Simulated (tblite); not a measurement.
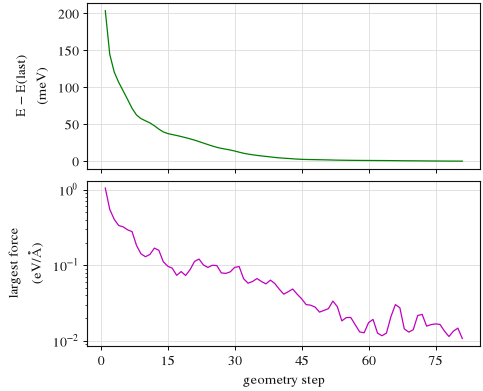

History of a geometry optimisation. C$_{6}$H$_{15}$FOSi (SMILES CC(C)(CCF)CO[SiH3]); tblite 0.8.0, GFN2-xTB geometry optimisation, gas phase.

The optimisation met its thresholds at geometry 81, counting the start as the first. The energy fell by about 200 meV from the first step to the last. The largest force goes from about 1.1 eV/Å at the start to 0.011 eV/Å at the end.
